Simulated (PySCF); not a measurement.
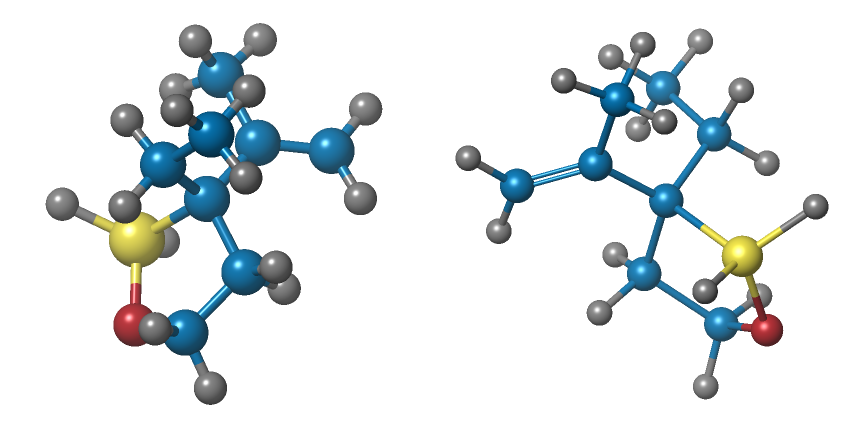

Two views of one molecule. Colours: carbon blue, oxygen red, silicon yellow, hydrogen grey.

The geometry was computed by an optimisation with PBE0-D3(BJ)/def2-SVP. No frequency run is at hand to confirm it as a minimum.

**Which formula does it have?**

C8H16OSi, 26 atoms: 8 carbon, 16 hydrogen, 1 oxygen and 1 silicon.

**How many bonds of each kind are drawn?**

14 C–H, 7 C–C, 2 Si–H, 1 C–O, 1 O–Si, 1 C–Si.

**Describe its rings.**

Independent rings (smallest set): 1 of 5 members.

**What is the point group of this geometry?**

C1.

More results for the same structure follow; atom numbers are the same in all pictures, views and colours differ.

## Electronic properties

No frequency run is at hand to confirm it as a minimum. Method: PBE0/pcSseg-1, gas phase (PySCF 2.14.0).

Computed properties:

- dipole moment: 1.76 D
- HOMO energy (Kohn–Sham orbital): −6.94 eV
- LUMO energy (Kohn–Sham orbital): 0.35 eV
- HOMO–LUMO gap: 7.29 eV

## Quadrupole coupling

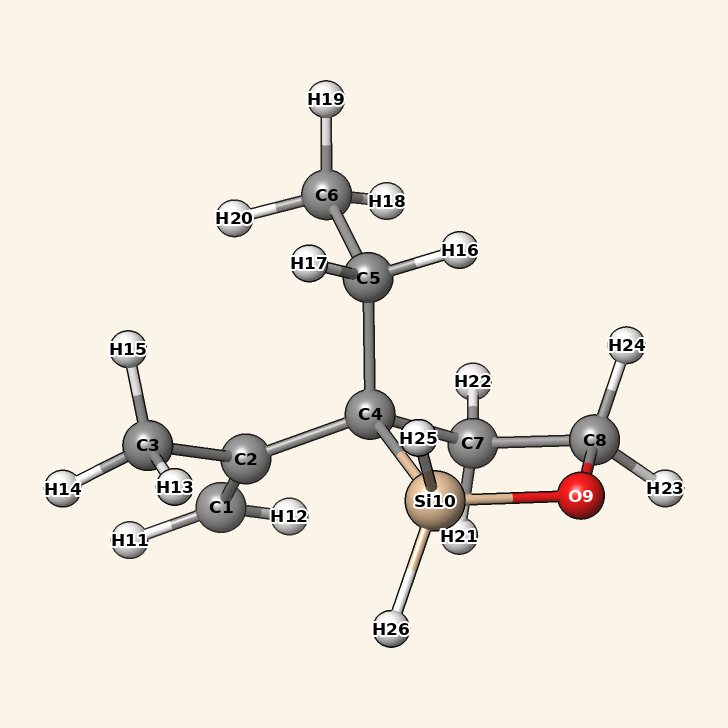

No frequency run is at hand to confirm it as a minimum. Electric field gradients from the ground-state density, PBE0/pcSseg-1 (PySCF 2.14.0), non-relativistic apart from any core potentials.

Give the largest field-gradient component, the quadrupole coupling constant and the asymmetry for 17O at O9 (Q = −25.6 mb).

```
atom  V_zz (a.u.)  e²qQ/h (MHz)     η
  O9        1.704        −10.25  0.48
```

## NMR shielding

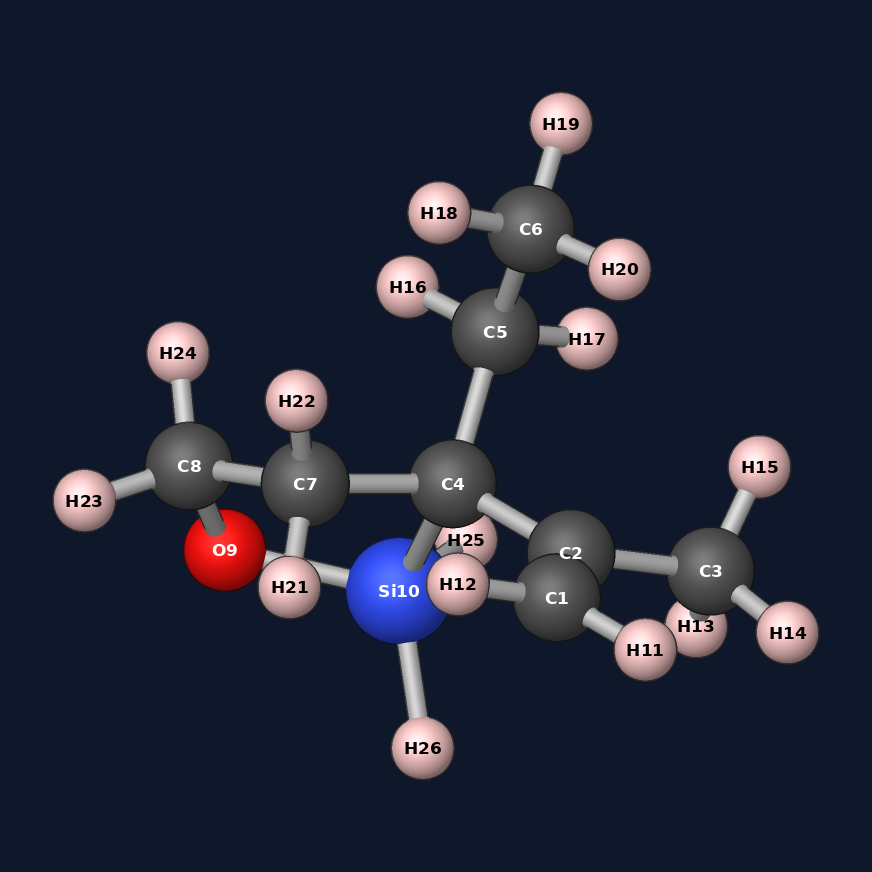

No frequency run is at hand to confirm it as a minimum. Level of theory: GIAO HF/pcSseg-1 NMR shielding, non-relativistic, gas phase (PySCF 2.14.0). Principal shieldings σ11 ≤ σ22 ≤ σ33, span Ω = σ33 − σ11, skew κ = 3(σiso − σ22)/Ω.

Give the shielding tensors of the Si atoms.

```
atom    σ11    σ22    σ33   σiso     Ω     κ
Si10  349.5  375.5  432.2  385.7  82.7  0.37
```

Shieldings and span in ppm.

## Charges

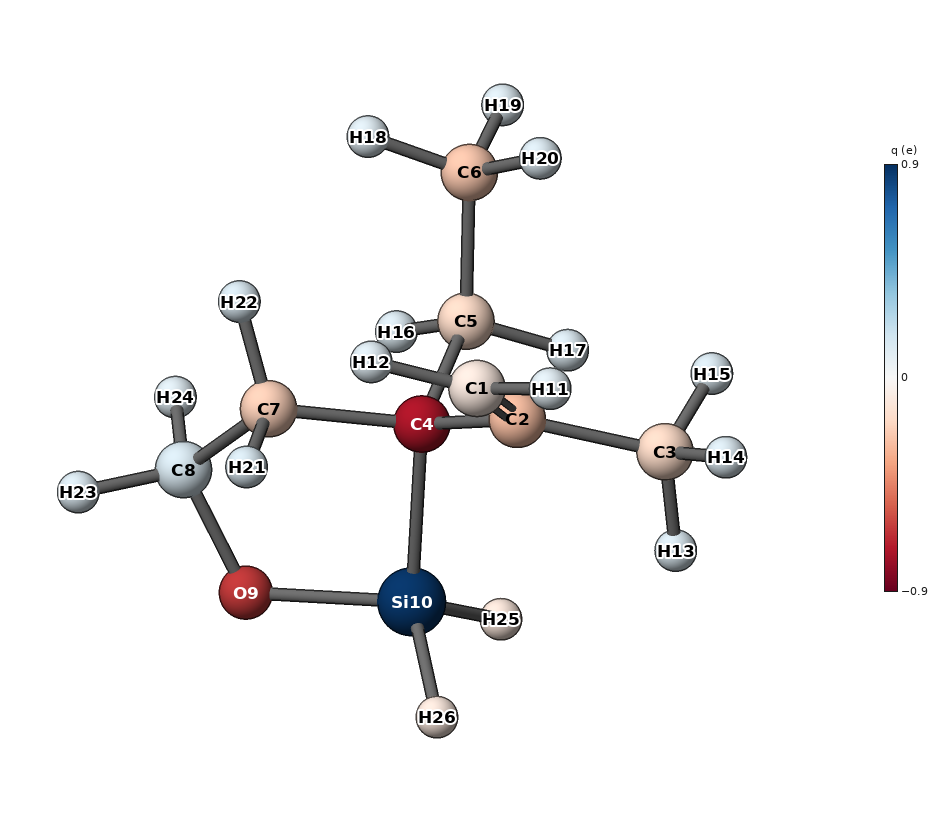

Atoms are coloured by their Mulliken charges. No frequency run is at hand to confirm it as a minimum. Method: PBE0/pcSseg-1, gas phase (PySCF 2.14.0).

**Which atom carries the highest charge (most positive or least negative)?**

Si10 (0.87 e).

**And the lowest?**

C4 (−0.72 e).

Give the Mulliken charges atom by atom.

```csv
atom,value (e)
C1,−0.09
C2,−0.27
C3,−0.17
C4,−0.72
C5,−0.17
C6,−0.24
C7,−0.21
C8,0.14
O9,−0.63
Si10,0.87
H11,0.10
H12,0.11
H13,0.13
H14,0.12
H15,0.13
H16,0.12
H17,0.13
H18,0.11
H19,0.12
H20,0.12
H21,0.14
H22,0.14
H23,0.12
H24,0.11
H25,−0.10
H26,−0.10
```

Mulliken values depend strongly on the basis set and can even reverse the polarity of a bond.
